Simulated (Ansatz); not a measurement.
OSSe (SMILES O=S=[Se])

```xyz
3

O    -0.7790    1.2519   -0.8599
S    -0.0871    0.0687   -0.2729
Se    0.3027    0.1002    1.7642
```

Geometry: r2SCAN-D4/def2-SVP.

All numbers below come from isolated molecule in a Gaussian basis; Kohn-Sham density functional theory, functional PBE0 (Ansatz 0.2.0).

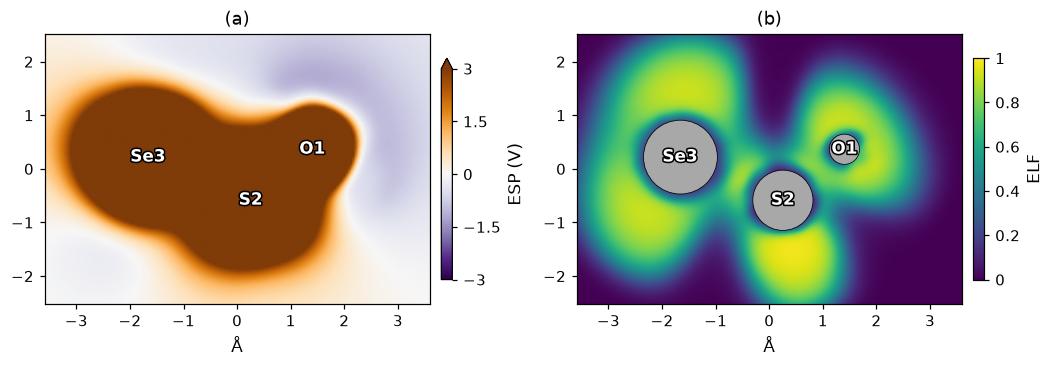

Figure 1. (a) electrostatic potential; (b) ELF on the molecular plane. Grey discs cover the atomic cores in the ELF map.

> Describe what can be read from this map.

The plane passes through O, S and Se nuclei.
S–O (1.49 Å): the ELF peaks at about 0.80 between the atoms: a short, strongly polar bond.
Se–S (2.07 Å): the ELF peaks at about 0.85 between the atoms, as expected for a covalent bond.
The ELF also peaks beside S2, Se3 and O1, away from the bonds: lone-pair regions.
Outside the dense part of the molecule the potential is most negative (−1.2 V) near O1.

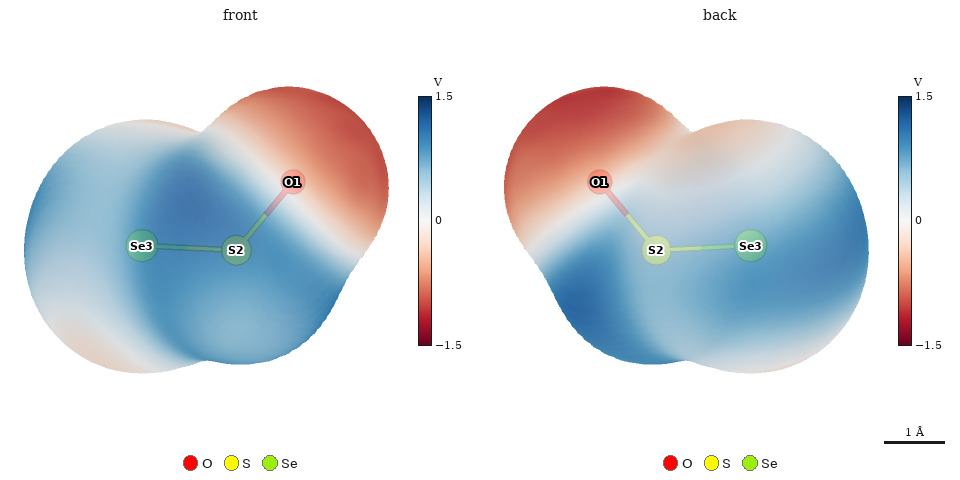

Figure 2. The molecular electrostatic potential painted on the density surface at 0.002 e/bohr³, seen from the front and from behind; red is negative and blue positive.

> Describe the electrostatic potential map.

The most negative region (about −1.1 V) lies over O1, the most positive (about +1.2 V) over S2. O1 is the likeliest acceptor of a hydrogen bond.

> What dipole moment does the calculation give?

Its dipole moment is 1.62 D.

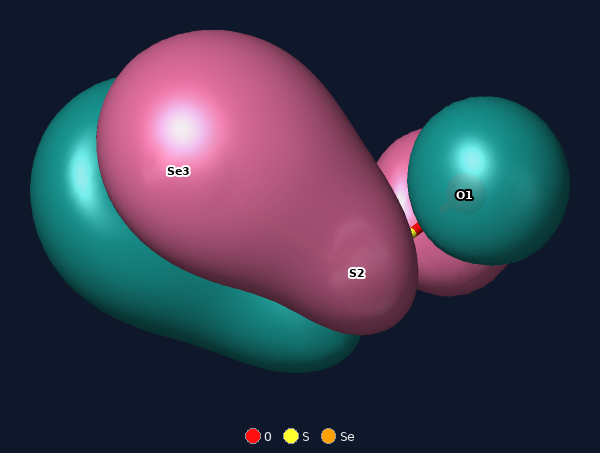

Figure 3. The HOMO−1 at ±0.1 Å⁻³ᐟ² (teal and pink are the two phases), seen at a tilt.

> What is the character of this orbital?

It lies mainly on Se3 (about 55 %), O1 (about 25 %) and S2 (about 20 %); it changes sign across the molecular plane (π type); π-bonding across S2–Se3; π-antibonding (a node) across O1–S2. Its energy is −8.51 eV.
